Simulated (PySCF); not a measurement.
System: BiBr3 (Bi(Br)3).

| atom | x (Å) | y (Å) | z (Å) |
| --- | --- | --- | --- |
| Bi | 0.0000 | 0.0000 | 0.7888 |
| Br | 2.3592 | 0.0000 | -0.4003 |
| Br | -1.1796 | 2.0431 | -0.4003 |
| Br | -1.1796 | -2.0431 | -0.4003 |

Core potentials replace the inner electrons of Bi.

These are results of PySCF 2.14.0, RKS BP86, Bi def2-SVP with ECP60, Br def2-SVP; non-relativistic Hamiltonian with scalar-relativistic core potentials where named; density fitting, not measurements.

> What will maps of the electron density and electron localisation function show?

Bi–Br (2.64 Å): ρ at the midpoint is about 0.43 e/Å³; the ELF peaks at about 0.70 in the valence shell of Br, 1.0 Å from its nucleus, and drops to about 0.25 between the two atoms.

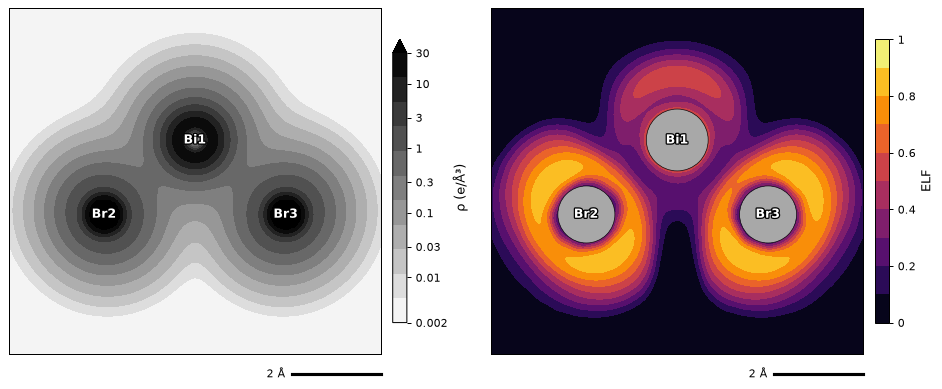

Computed electron density and electron localisation function on the plane of atoms Br2, Bi1 and Br3, in this order. Grey discs cover the atomic cores in the ELF map. 
